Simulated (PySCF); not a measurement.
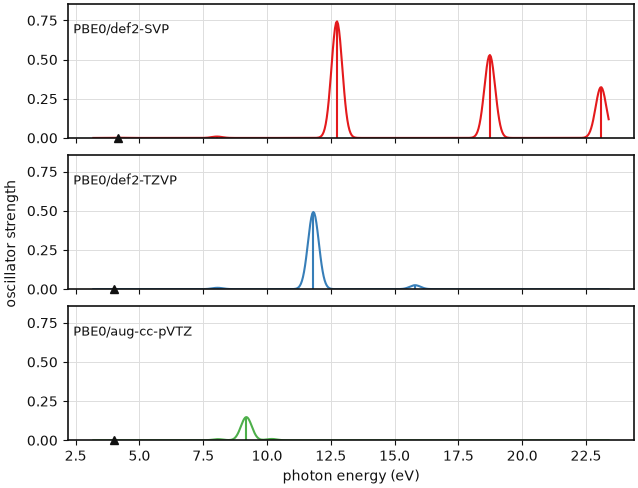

Vertical TDDFT spectra of ClF at one geometry and several levels (PySCF, at a PBE0-D3(BJ)/def2-SVP geometry (no frequency check)); sticks with Gaussians of 1/e half-width 0.30 eV, the triangle marks S1, which has the same leading orbital pair at all these levels. Only the lowest states were computed, so the high end is incomplete. States within 0.01 eV of each other are merged, with their strengths summed. The highest state may be half of a pair whose partner wasn't computed.

### Order the levels by their S1 energy.

From lowest to highest: PBE0/aug-cc-pVTZ 3.99 eV, PBE0/def2-TZVP 4.00 eV, PBE0/def2-SVP 4.17 eV; a spread of 0.18 eV.

Caveats, for all or some of the runs: core orbitals are frozen in the response; def2-SVP has no diffuse functions, so states with Rydberg character are missing or too high; def2-TZVP has no diffuse functions, so states with Rydberg character are missing or too high; states above the negative HOMO energy depend on the basis.
